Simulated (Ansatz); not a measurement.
# One shape, several levels: SO2 (sulfur dioxide)

We compute a comparison of 6 runs (B3LYP/6-31G*, B2PLYP/def2-TZVPP, CAM-B3LYP/def2-TZVPP, PBE-QIDH/def2-TZVPP, SVWN5/def2-TZVPP, CCSD/def2-TZVPP) of SO2 (sulfur dioxide). 

The calculation is run with Ansatz 0.2.0.

41 further runs of the same task are left out: 1 that didn't finish, 40 set aside as unsound or not needed.

## 1. The molecule

SO2: 3 atoms, total charge 0, spin state singlet. SMILES: `O=S=O`. The O1–S2 distance was set to 3.149 Å, away from the relaxed value. At this shape a bond of the SMILES string is far longer than usual.

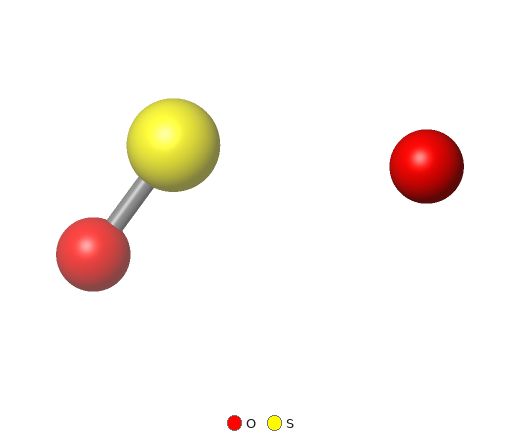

The structure, seen from a chosen angle (oxygen red, sulfur yellow).

## 2. A single-point energy at B3LYP/6-31G(d) (spherical functions) (run 1)

Input file job.yaml:

```yaml
basis:
  gaussian: {orbitals: 6-31G_st_-spherical.json}
crystal:
  periodic: [false, false, false]
  atoms:
    - {symbol: O, position_ang: [-2.467113, 0.992116, -1.235052]}
    - {symbol: S, position_ang: [0.269520, 0.357380, 0.186790]}
    - {symbol: O, position_ang: [0.704900, -1.003280, 0.272720]}
accuracy: high
output: {orbitals: {seedname: orbitals}}
hamiltonian: {xc: {name: B3LYP}}
```

The basis set 6-31G* is read from a file made from the Basis Set Exchange's data (not shown).

Command:

```console
$ ansatz run job.yaml --threads 1 --pin off --max-ram 3480MiB --events-out events.jsonl --progress --plain --runs-dir runs
```

Log:

```text
Warning: RAYON_NUM_THREADS=1 ignored (pool sized by the plan → 1); use --threads N
Functional definition: B3LYP
  name "B3LYP"
  parameter a0 = 0.2
  parameter ax = 0.72
  parameter ac = 0.81
  exchange = (1 - a0 - ax)*slater_x + ax*b88_x + a0*exact_x
  correlation = (1 - ac)*vwn_rpa_c + ac*lyp_c
792 factors; integrals over basis functions are off by at most 3.5e-9 eV
mean field evaluation 1: about -14881.6306 eV, gradient 9.7e1 eV
mean field evaluation 2: about -14423.8192 eV, gradient 1.4e2 eV
mean field evaluation 4: about -14855.4795 eV, gradient 1.5e2 eV
mean field evaluation 8: about -14919.5493 eV, gradient 1.1e0 eV
mean field evaluation 16: about -14919.5795 eV, gradient 3.2e-4 eV
mean field evaluation 32: about -14919.6140 eV, gradient 3.0e-2 eV
mean field evaluation 64: about -14918.7158 eV, gradient 8.6e-2 eV
mean field evaluation 96: about -14889.9813 eV, gradient 8.5e1 eV
mean field evaluation 128: about -14919.5465 eV, gradient 2.4e0 eV
mean field evaluation 160: about -14919.6068 eV, gradient 6.3e-1 eV
mean field -14919.61431949 eV, -548.2857133636 hartree, gradient 1.4e-8 eV, S^2 0.000000; 8 other end points of the search recorded, 0 dependent functions left out
reference -14919.61434546 eV, -548.2857143179 hartree; 16, 16 occupied and 30, 30 virtual orbitals, 792 factors
Total energy: -14919.61434546 eV, -548.2857143179 hartree
```

Wall time 11 s (1 thread of Arm Neoverse V1, shared host); peak memory 0.12 GiB.

## 3. The energy at B2PLYP/def2-TZVPP (run 2)

Input file input.yaml:

```yaml
crystal:
  periodic: [false, false, false]
  atoms:
    - {symbol: O, position_ang: [-2.467113, 0.992116, -1.235052]}
    - {symbol: S, position_ang: [0.269520, 0.357380, 0.186790]}
    - {symbol: O, position_ang: [0.704900, -1.003280, 0.272720]}
basis:
  gaussian: {orbitals: def2-TZVPP}
hamiltonian: {xc: {name: B2PLYP}}
correlation: {frozen_orbitals: {O: 1, S: 5}}
accuracy: high
output: {orbitals: {seedname: orbitals}}
```

Command:

```console
$ ansatz run input.yaml --threads 1 --pin off --max-ram 3480MiB --events-out events.jsonl --progress --plain --runs-dir runs
```

Log:

```text
Warning: RAYON_NUM_THREADS=1 ignored (pool sized by the plan → 1); use --threads N
Functional definition: B2PLYP
  name "B2PLYP"
  parameter a = 0.53
  parameter c = 0.27
  exchange = (1 - a)*b88_x + a*exact_x
  correlation = (1 - c)*lyp_c + c*(mp2_os + mp2_ss)
1449 factors; integrals over basis functions are off by at most 6.9e-9 eV
mean field evaluation 1: about -14877.1911 eV, gradient 9.2e1 eV
mean field evaluation 2: about -14877.1956 eV, gradient 9.2e1 eV
mean field evaluation 4: about -14720.3092 eV, gradient 1.5e2 eV
mean field evaluation 8: about -14908.8785 eV, gradient 1.1e1 eV
mean field evaluation 16: about -14911.1353 eV, gradient 4.7e-5 eV
mean field evaluation 32: about -14911.1061 eV, gradient 1.6e0 eV
mean field evaluation 64: about -14849.1007 eV, gradient 8.6e1 eV
mean field -14911.13525557 eV, -547.9741135116 hartree, gradient 3.5e-8 eV, S^2 0.000000; 6 other end points of the search recorded, 0 dependent functions left out; unrestricted orbitals would lower it
7 core orbitals not correlated: weight in the atoms' cores, before any rotation towards them, 1.000 or more for the frozen orbitals, at most 0.000 for the correlated occupied ones
reference -14911.13527561 eV, -547.9741142483 hartree; 9, 9 occupied and 88, 88 virtual orbitals, 1449 factors
second order -19.70640511 eV of doubles, -0.00000000 eV of singles
Total energy: -14916.45600499 eV, -548.1696474465 hartree
```

Wall time 12 s (1 thread of Arm Neoverse V1, shared host); peak memory 0.26 GiB.

Runs 3 to 5 aren't shown in full; the table further down has their settings and results.

## 4. A single-point energy at CCSD/def2-TZVPP (run 6)

Input file molecule.yaml:

```yaml
crystal:
  periodic: [false, false, false]
  atoms:
    - symbol: O
      position_ang: [-2.467113, 0.992116, -1.235052]
    - symbol: S
      position_ang: [0.269520, 0.357380, 0.186790]
    - symbol: O
      position_ang: [0.704900, -1.003280, 0.272720]
basis:
  gaussian: {orbitals: def2-TZVPP}
correlation: {method: ccsd, frozen_orbitals: {O: 1, S: 5}}
magnetization: {spin_polarized: false}
accuracy: high
scf: {omitted_lower_state_checks: [cluster_reference, increment]}
```

Command:

```console
$ ansatz run molecule.yaml --threads 1 --pin off --max-ram 3480MiB --events-out events.jsonl --progress --plain --runs-dir runs
```

Log:

```text
Warning: RAYON_NUM_THREADS=1 ignored (pool sized by the plan → 1); use --threads N
[... 21 lines left out ...]
7 core orbitals not correlated: weight in the atoms' cores, before any rotation towards them, 1.000 or more for the frozen orbitals, at most 0.000 for the correlated occupied ones
[... 91 lines left out ...]
Total energy: -14902.09139780 eV, -547.6417578687 hartree
Checks for a lower state left out: cluster_reference, increment
```

Run time: 36 s. Hardware: 1 thread of Arm Neoverse V1, shared host; peak memory 0.51 GiB.

## 5. The series

| run | level | frozen core orbitals | energy (Eh) | HOMO energy (eV) | LUMO energy (eV) | HOMO–LUMO gap (eV) | wall time |
| --- | --- | --- | --- | --- | --- | --- | --- |
| 1 | B3LYP/6-31G* (spherical functions) | – | -548.285714 | -7.11 | -5.85 | 1.26 | 11 s |
| 2 | B2PLYP/def2-TZVPP | 7 | -548.169647 | -8.32 | -3.73 | 4.59 | 12 s |
| 3 | CAM-B3LYP/def2-TZVPP | – | -548.349597 | -8.88 | -4.43 | 4.45 | 8.1 s |
| 4 | PBE-QIDH/def2-TZVPP | 7 | -547.958990 | -9.00 | -2.80 | 6.20 | 13 s |
| 5 | SVWN5/def2-TZVPP | – | -546.011319 | – | – | – | 9 s |
| 6 | CCSD/def2-TZVPP | 7 | -547.641758 | – | – | – | 36 s |

## 6. Outcome

```
                                          quantity          value
                               run 6: total energy  -547.64176 Eh
run 6: correlation energy (7 core orbitals frozen)     -609.4 mEh
                              run 6: T1 diagnostic          0.033
```

In words: Over runs 1, 2, 3, 4 the HOMO–LUMO gap runs from 1.26 eV (B3LYP/6-31G*) to 6.20 eV (PBE-QIDH/def2-TZVPP). The two ends differ in method and basis. A double hybrid's value is that of its SCF part. Totals of different functionals can't be ranked against each other. In run 6 the T1 diagnostic is large, so a single reference may not serve. In runs 2, 4, 6 the log says that unrestricted orbitals would lower the reference, so the values rest on an unstable closed-shell determinant (other closed-shell runs at this shape may share the fault). In runs 1, 2, 3, 4, 5, 6 a closed-shell determinant meets a far-stretched bond, which it describes badly. All runs together took 89 s, the longest 36 s.
